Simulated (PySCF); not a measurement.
# C₃H₃ClFN₂+: runs on many settings

Aim: see how C₃H₃ClFN₂+ (`Fc1[nH]c[nH+]c1Cl`) answers to the choice of functional, basis, grid and SCF options, and what happens with inputs that are wrong on purpose.

Computed with PySCF 2.14.0, with density-fitted response routines of our own, on a single molecule, in the gas phase or a continuum. Atoms are numbered from 0 throughout.

## (1) Starting geometry

10 atoms, charge 1, multiplicity 1; geometry from: GFN2-xTB.

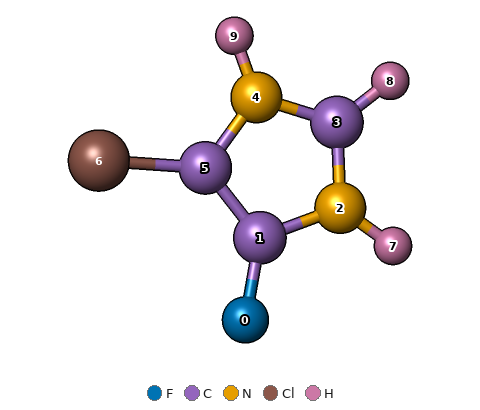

The starting geometry (fluorine blue, carbon purple, nitrogen amber, chlorine brown, hydrogen pink), atoms numbered.

## (2) Spin-spin couplings: PBE0/def2-TZVP in chloroform

Job settings and geometry (Å):

```
{"job": {"kind": "j", "xc": "PBE0", "basis": "def2-TZVP", "solvent": "chloroform", "scf": {"conv": 1e-07}}, "charge": 1, "multiplicity": 1}
F     -2.051719    -1.031262    -0.786577
C     -0.963125    -0.448898    -0.371465
N      0.103817    -1.180992     0.065950
C      1.072663    -0.343066     0.428131
N      0.645833     0.901491     0.230869
C     -0.634817     0.887368    -0.273409
Cl    -1.498916     2.291625    -0.647898
H      0.130164    -2.196400     0.100815
H      2.035722    -0.626150     0.813721
H      1.169260     1.750937     0.417335
```

With the program's defaults for keys left out, this is: PBE0/def2-TZVP indirect spin-spin coupling, non-relativistic, IEF-PCM chloroform.

The run is started by

```bash
$ OMP_NUM_THREADS=1 python probes_run.py task.json out
```

One launch serves the whole session: the jobs run in the order shown.

The log of the run:

```text
final grid: 95080 points
cycle   1  E = -785.0762447394  dE =  1.799e+00  |g| = 4.883e-01  |ddm| = 2.840e+00
cycle   2  E = -785.0409471213  dE =  3.530e-02  |g| = 6.975e-01  |ddm| = 8.022e-01
cycle   3  E = -785.1239062545  dE = -8.296e-02  |g| = 7.218e-02  |ddm| = 4.736e-01
cycle   4  E = -785.1245324623  dE = -6.262e-04  |g| = 3.282e-02  |ddm| = 6.647e-02
cycle   5  E = -785.1247559547  dE = -2.235e-04  |g| = 9.877e-03  |ddm| = 2.795e-02
cycle   6  E = -785.1247753104  dE = -1.936e-05  |g| = 3.447e-03  |ddm| = 7.698e-03
cycle   7  E = -785.1247777822  dE = -2.472e-06  |g| = 8.677e-04  |ddm| = 2.739e-03
cycle   8  E = -785.1247779188  dE = -1.366e-07  |g| = 3.276e-04  |ddm| = 6.037e-04
cycle   9  E = -785.1247779405  dE = -2.178e-08  |g| = 6.425e-05  |ddm| = 2.349e-04
converged SCF energy = -785.1247779405

Indirect spin-spin couplings (Hz)
  i      j    bonds     total        FC       PSO       DSO        SD
  0 F    1 C    1   -385.911  -366.477   -17.655     1.079    -2.857
  0 F    2 N    2      0.152    -8.826     9.752     0.048    -0.821
  0 F    3 C    3     -1.830     2.181    -4.441    -0.468     0.897
  0 F    4 N    3      3.133     0.556     1.939     0.167     0.471
  0 F    5 C    2     17.628    28.963   -19.329    -0.070     8.064
  0 F    7 H    3     -3.597    -0.200    -2.163    -0.446    -0.787
  0 F    8 H    4      0.650     1.821     0.293    -1.789     0.324
  0 F    9 H    4      0.572     1.789     0.609    -2.056     0.230
  1 C    2 N    1    -20.492   -23.221     3.136    -0.152    -0.256
  1 C    3 C    2      5.047     4.584     0.431     0.032         -
  1 C    4 N    2     -9.409    -9.290    -0.152    -0.031     0.063
  1 C    5 C    1    127.193   132.984    -6.228     0.437         -
  1 C    7 H    2     -0.890    -0.058    -0.397    -0.435         -
  1 C    8 H    3      7.636     7.685     0.500    -0.550         -
  1 C    9 H    3      8.999     9.058     0.561    -0.621         -
  2 N    3 C    1    -19.494   -22.901     4.215    -0.116    -0.692
  2 N    4 N    2      0.560     0.621    -0.317     0.001     0.256
  2 N    5 C    2     -9.316    -9.362    -0.091    -0.019     0.156
  2 N    7 H    1   -102.249  -100.545    -1.147    -0.446    -0.112
  2 N    8 H    2     -4.455    -4.994     0.394     0.167    -0.022
  2 N    9 H    3     -3.464    -3.583    -0.171     0.308    -0.018
  3 C    4 N    1    -18.550   -22.096     4.521    -0.116    -0.859
  3 C    5 C    2      1.671     1.474     0.183     0.014         -
  3 C    7 H    2      5.310     6.604    -0.616    -0.678         -
  3 C    8 H    1    222.236   221.555    -0.353     1.034         -
  3 C    9 H    2      5.439     6.807    -0.711    -0.656         -
  4 N    5 C    1    -16.678   -19.374     2.953    -0.146    -0.112
  4 N    7 H    3     -3.986    -4.096    -0.183     0.309    -0.017
  4 N    8 H    2     -4.172    -4.756     0.435     0.168    -0.019
  4 N    9 H    1   -102.543  -100.869    -1.104    -0.450    -0.121
  5 C    7 H    3      6.662     6.708     0.606    -0.653         -
  5 C    8 H    3      5.879     5.961     0.478    -0.560         -
  5 C    9 H    2      0.258     1.016    -0.365    -0.393         -
  7 H    8 H    3      2.690     2.974     0.919    -1.202         -
  7 H    9 H    4      2.361     2.911     2.398    -2.948         -
  8 H    9 H    3      2.913     3.173     0.883    -1.143         -
```

Run time: 44 s. Hardware: 1 thread of Arm Neoverse V1, shared host; peak memory 0.96 GiB.

This basis has no tight s functions, so the Fermi-contact terms are rough.

A choice of the couplings up to four bonds, sorted by the number of bonds; isotopes 13C, 19F, 1H, 15N:

```csv
pair,bonds,J (Hz),Fermi contact (Hz),dihedral (°)
F0–C1,1,-385.9,-366.5,–
C3–H8,1,222.2,221.6,–
C1–C5,1,127.2,133.0,–
N4–H9,1,-102.5,-100.9,–
N2–H7,1,-102.2,-100.5,–
C1–N2,1,-20.5,-23.2,–
N2–C3,1,-19.5,-22.9,–
C3–N4,1,-18.6,-22.1,–
N4–C5,1,-16.7,-19.4,–
F0–C5,2,17.6,29.0,–
C1–N4,2,-9.4,-9.3,–
N2–C5,2,-9.3,-9.4,–
C3–H9,2,5.4,6.8,–
C3–H7,2,5.3,6.6,–
C1–C3,2,5.0,4.6,–
N2–H8,2,-4.5,-5.0,–
N4–H8,2,-4.2,-4.8,–
C3–C5,2,1.7,1.5,–
C1–H9,3,9.0,9.1,-180
C1–H8,3,7.6,7.7,-180
C5–H7,3,6.7,6.7,180
C5–H8,3,5.9,6.0,180
N4–H7,3,-4.0,-4.1,-180
F0–H7,3,-3.6,-0.2,0
N2–H9,3,-3.5,-3.6,180
F0–N4,3,3.1,0.6,180
H8–H9,3,2.9,3.2,0
H7–H9,4,2.4,2.9,–
```

The spin-dipole term was solved for some atoms only; pairs without it lack that part.

The response was solved for the nuclei of C, F, H, N alone, so couplings that need other nuclei can be missing.

Quadrupole couplings from the field gradients of the same density:

```csv
atom,isotope,eQq/h (MHz),η
Cl6,35Cl,-86.0,0.03
N2,14N,-2.058,0.36
N4,14N,-2.023,0.45
```

## (3) Excited states and response: B3LYP/def2-SVPD

Settings changed since step 2:

```diff
@@ -1,2 +1,2 @@
-{"job": {"kind": "j", "xc": "PBE0", "basis": "def2-TZVP", "solvent": "chloroform", "scf": {"conv": 1e-07}}, "charge": 1, "multiplicity": 1}
+{"job": {"kind": "uv", "xc": "B3LYP", "basis": "def2-SVPD", "nstates": 12, "ntriplets": 2, "tda": false, "scf": {"conv": 1e-11}}, "charge": 1, "multiplicity": 1}
 F     -2.051719    -1.031262    -0.786577
```

With the program's defaults for keys left out, this is: TDDFT B3LYP/def2-SVPD, vertical, gas phase, core orbitals frozen in the response.

The log of the run:

```text
final grid: 95080 points
cycle   1  E = -784.9969481071  dE =  1.786e+00  |g| = 4.794e-01  |ddm| = 5.666e+00
cycle   2  E = -784.9358159666  dE =  6.113e-02  |g| = 7.731e-01  |ddm| = 2.007e+00
cycle   3  E = -785.0504116832  dE = -1.146e-01  |g| = 7.552e-02  |ddm| = 9.950e-01
cycle   4  E = -785.0511336286  dE = -7.219e-04  |g| = 3.884e-02  |ddm| = 1.453e-01
cycle   5  E = -785.0514678945  dE = -3.343e-04  |g| = 1.250e-02  |ddm| = 6.524e-02
cycle   6  E = -785.0515011023  dE = -3.321e-05  |g| = 4.767e-03  |ddm| = 3.254e-02
cycle   7  E = -785.0515062050  dE = -5.103e-06  |g| = 1.135e-03  |ddm| = 8.672e-03
cycle   8  E = -785.0515064537  dE = -2.488e-07  |g| = 3.786e-04  |ddm| = 1.860e-03
cycle   9  E = -785.0515064854  dE = -3.163e-08  |g| = 9.791e-05  |ddm| = 5.900e-04
cycle  10  E = -785.0515064874  dE = -2.034e-09  |g| = 3.370e-05  |ddm| = 2.453e-04
cycle  11  E = -785.0515064877  dE = -2.794e-10  |g| = 1.159e-05  |ddm| = 6.218e-05
cycle  12  E = -785.0515064877  dE = -3.047e-11  |g| = 1.551e-06  |ddm| = 1.533e-05
cycle  13  E = -785.0515064877  dE =  2.501e-12  |g| = 1.125e-06  |ddm| = 5.588e-06
converged SCF energy = -785.0515064877

Static polarisability (au): isotropic 57.713, principal 35.441 59.768 77.930

Singlet excitations
state   eV       nm        f      main configurations
  1   5.2890    234.4   0.13110   H->L 0.97
  2   6.1852    200.5   0.00186   H->L+2 0.96
  3   6.6983    185.1   0.00037   H-1->L 0.99
  4   6.9735    177.8   0.14882   H->L+1 0.80, H-2->L 0.14
  5   6.9901    177.4   0.00230   H->L+3 0.97
  6   7.4128    167.3   0.00196   H->L+4 0.97
  7   7.6160    162.8   0.12161   H-2->L 0.79, H->L+1 0.11
  8   7.7549    159.9   0.00025   H->L+5 0.93
  9   7.9009    156.9   0.00003   H-1->L+1 0.98
 10   8.0908    153.2   0.00446   H-1->L+2 0.89
 11   8.4845    146.1   0.00045   H->L+6 0.96
 12   8.5699    144.7   0.00081   H-2->L+2 0.90

Triplet excitations (Tamm-Dancoff, eV): 3.8623 4.8480
```

Wall time 25 s (1 thread of Arm Neoverse V1, shared host).

The orbitals next to the gap, with their largest atomic shares:

```csv
orbital,eV,atoms
HOMO−3,-15.75,"N2 32 %, Cl6 20 %, C5 17 %"
HOMO−2,-14.53,"Cl6 39 %, N4 23 %, C5 10 %"
HOMO−1,-14.05,"Cl6 83 %, C5 10 %"
HOMO,-12.13,"Cl6 27 %, C5 20 %, C1 19 %"
LUMO,-6.43,"C3 35 %, N4 23 %, N2 20 %"
LUMO+1,-4.90,"C1 31 %, C5 28 %, N2 11 %"
LUMO+2,-4.80,"Cl6 28 %, C5 13 %, H7 12 %"
```

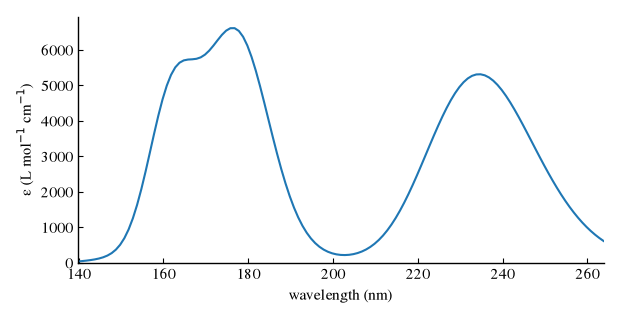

Absorption spectrum: each of the 12 states is a Gaussian band of 0.4 eV half-width at 1/e. Beyond the last state computed it falls off for lack of states.

Further results of this job:

```csv
property,computed
polarisability (Å³),8.55
HOMO–LUMO gap (eV),5.70
−ε(HOMO) (eV),12.13
```

## (4) TDDFT and polarisability: BLYP/6-31++G**

Settings changed since step 3:

```diff
@@ -1,2 +1,2 @@
-{"job": {"kind": "uv", "xc": "B3LYP", "basis": "def2-SVPD", "nstates": 12, "ntriplets": 2, "tda": false, "scf": {"conv": 1e-11}}, "charge": 1, "multiplicity": 1}
+{"job": {"kind": "uv", "xc": "BLYP", "basis": "6-31++G**", "nstates": 25, "ntriplets": 2, "tda": false}, "charge": 1, "multiplicity": 1}
 F     -2.051719    -1.031262    -0.786577
```

With the program's defaults for keys left out, this is: TDDFT BLYP/6-31++G**, vertical, gas phase, core orbitals frozen in the response.

The log of the run:

```text
coarse grid: 9952 points
cycle   1  E = -785.3318963213  dE =  1.638e+00  |g| = 4.207e-01  |ddm| = 4.062e+00
cycle   2  E = -785.2369204599  dE =  9.498e-02  |g| = 8.538e-01  |ddm| = 2.917e+00
cycle   3  E = -785.3689683501  dE = -1.320e-01  |g| = 9.628e-02  |ddm| = 1.535e+00
cycle   4  E = -785.3703278099  dE = -1.359e-03  |g| = 4.831e-02  |ddm| = 3.157e-01
cycle   5  E = -785.3708271130  dE = -4.993e-04  |g| = 1.425e-02  |ddm| = 5.983e-02
cycle   6  E = -785.3708696009  dE = -4.249e-05  |g| = 5.504e-03  |ddm| = 4.467e-02
cycle   7  E = -785.3708753172  dE = -5.716e-06  |g| = 2.698e-03  |ddm| = 9.979e-03
final grid: 95080 points
cycle   8  E = -785.3033636226  dE = -8.907e-06  |g| = 1.224e-02  |ddm| = 6.275e-02
cycle   9  E = -785.3032338554  dE =  1.298e-04  |g| = 2.653e-02  |ddm| = 4.227e-02
cycle  10  E = -785.3033955220  dE = -1.617e-04  |g| = 3.115e-03  |ddm| = 3.129e-02
cycle  11  E = -785.3033977353  dE = -2.213e-06  |g| = 7.311e-04  |ddm| = 4.506e-03
cycle  12  E = -785.3033978441  dE = -1.088e-07  |g| = 2.586e-04  |ddm| = 1.632e-03
cycle  13  E = -785.3033978575  dE = -1.342e-08  |g| = 4.360e-05  |ddm| = 3.473e-04
cycle  14  E = -785.3033978579  dE = -3.788e-10  |g| = 1.877e-05  |ddm| = 1.160e-04
converged SCF energy = -785.3033978579

Static polarisability (au): isotropic 54.907, principal 31.013 57.006 76.702

Singlet excitations
state   eV       nm        f      main configurations
  1   4.8802    254.1   0.10723   H->L 0.93
  2   5.5750    222.4   0.00276   H->L+1 0.98
  3   5.8063    213.5   0.00005   H-1->L 1.00
  4   6.2624    198.0   0.00062   H->L+3 0.97
  5   6.4128    193.3   0.00111   H->L+4 0.97
  6   6.7386    184.0   0.09111   H->L+2 0.61, H-2->L 0.32
  7   6.9051    179.6   0.14789   H-2->L 0.54, H->L+2 0.25, H-3->L 0.10
  8   7.0013    177.1   0.00007   H->L+5 0.97
  9   7.2761    170.4   0.00000   H-1->L+2 1.00
 10   7.3685    168.3   0.01093   H-1->L+1 0.94
 11   7.5185    164.9   0.00094   H->L+6 0.99
 12   7.7232    160.5   0.00036   H-2->L+1 0.97
 13   7.9646    155.7   0.00466   H-1->L+3 0.86, H-1->L+4 0.11
 14   8.0343    154.3   0.00571   H->L+7 0.93
 15   8.0941    153.2   0.00001   H->L+8 0.97
 16   8.1194    152.7   0.00533   H-1->L+4 0.79
 17   8.2061    151.1   0.06049   H-2->L+2 0.59, H-3->L 0.29
 18   8.2797    149.7   0.00034   H-4->L 0.97
 19   8.3685    148.2   0.00108   H->L+9 0.68, H-2->L+3 0.31
 20   8.4042    147.5   0.00965   H-2->L+3 0.65, H->L+9 0.32
 21   8.5731    144.6   0.00098   H-2->L+4 0.96
 22   8.7896    141.1   0.00241   H->L+10 0.98
 23   8.7916    141.0   0.30530   H-3->L 0.45, H-2->L+2 0.21, H-1->L+5 0.12
 24   8.8008    140.9   0.00399   H-1->L+5 0.82
 25   8.8742    139.7   0.00229   H-3->L+1 0.90

Triplet excitations (Tamm-Dancoff, eV): 3.6802 4.8530
```

Wall time 26 s (1 thread of Arm Neoverse V1, shared host).

In short: HOMO -10.99 eV, LUMO -6.90 eV; lowest singlet 4.88 eV.

## (5) TDDFT and polarisability: PBE0/aug-pcSseg-1

Settings changed since step 4:

```diff
@@ -1,2 +1,2 @@
-{"job": {"kind": "uv", "xc": "BLYP", "basis": "6-31++G**", "nstates": 25, "ntriplets": 2, "tda": false}, "charge": 1, "multiplicity": 1}
+{"job": {"kind": "uv", "xc": "PBE0", "basis": "aug-pcSseg-1", "nstates": 3, "ntriplets": 0, "tda": false, "scf": {"max_cycle": 92}}, "charge": 2, "multiplicity": 1}
 F     -2.051719    -1.031262    -0.786577
```

Level: PBE0/aug-pcSseg-1.

The log of the run:

```text
RuntimeError: Electron number 59 and spin 0 are not consistent
Note mol.spin = 2S = Nalpha - Nbeta, not 2S+1
```

Wall time 0.04 s (1 thread of Arm Neoverse V1, shared host).

Diagnosis: Charge and multiplicity don't fit the number of electrons: an even count needs an odd multiplicity, and the reverse. Cure: mend the charge or the multiplicity.

## (6) Indirect couplings: B97-2/MINI

Settings changed since step 5:

```diff
@@ -1,2 +1,2 @@
-{"job": {"kind": "uv", "xc": "PBE0", "basis": "aug-pcSseg-1", "nstates": 3, "ntriplets": 0, "tda": false, "scf": {"max_cycle": 92}}, "charge": 2, "multiplicity": 1}
+{"job": {"kind": "j", "xc": "B97-2", "basis": "MINI", "scf": {"max_cycle": 1}}, "charge": 1, "multiplicity": 2}
 F     -2.051719    -1.031262    -0.786577
```

Level: B97-2/MINI.

The log of the run:

```text
RuntimeError: Electron number 60 and spin 1 are not consistent
Note mol.spin = 2S = Nalpha - Nbeta, not 2S+1
```

It took 0.03 s on 1 thread of Arm Neoverse V1, shared host.

**What went wrong.** Charge and multiplicity don't fit the number of electrons: an even count needs an odd multiplicity, and the reverse. Cure: mend the charge or the multiplicity.

## (7) Comparing the runs: electronic excitations

Excitations and ground-state properties, with basis size and wall time:

```csv
run,lowest singlet (eV),brightest (eV),f,gap (eV),α (Å³),functions,time
B3LYP/def2-SVPD,5.29,6.97,0.149,5.70,8.55,174,25 s
BLYP/6-31++G**,4.88,8.79,0.305,4.10,8.14,148,26 s
```

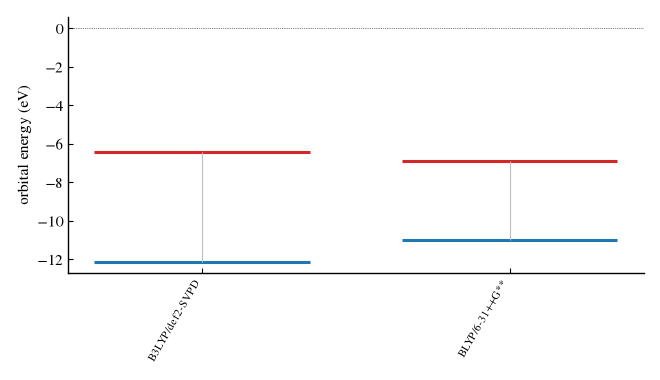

HOMO (blue) and LUMO (red) run by run.

## (8) Summary of results

```
                                      quantity                                            value
largest coupling of the table (PBE0/def2-TZVP)                         ¹J(F,C) F0–C1, -385.9 Hz
              lowest singlet (B3LYP/def2-SVPD)                      5.29 eV (234 nm), f = 0.131
      brightest single state of those computed                      state 4, 6.97 eV, f = 0.149
                                lowest triplet                                          3.86 eV
                   range of the lowest singlet                                  4.88 to 5.29 eV
                 property runs in this session  5, of which 2 failed and 0 gave unsound results
```

What this shows: Single values in the summary come from the first sound run of each kind (PBE0/def2-TZVP; B3LYP/def2-SVPD), which need not be the best level. In the run at PBE0/def2-TZVP, the largest coupling of the table is F0–C1, -385.9 Hz, of which the Fermi-contact term gives -366.5 Hz. The first singlet state (HOMO→LUMO 0.97) lies at 5.29 eV and is bright; of the 12 states computed, the strongest absorption comes from state 4 at 6.97 eV. The lowest triplet lies 1.43 eV below the lowest singlet (triplets in Tamm-Dancoff, singlets in full TDDFT). The lowest singlet runs from 4.88 eV (BLYP/6-31++G**) to 5.29 eV (B3LYP/def2-SVPD), while the orbital gap spans 4.10 to 5.70 eV. The lowest state need not be the same one in every run. The runs solved for a few states only, so the brightest column depends on that window. Couplings from bases without tight functions are rough.
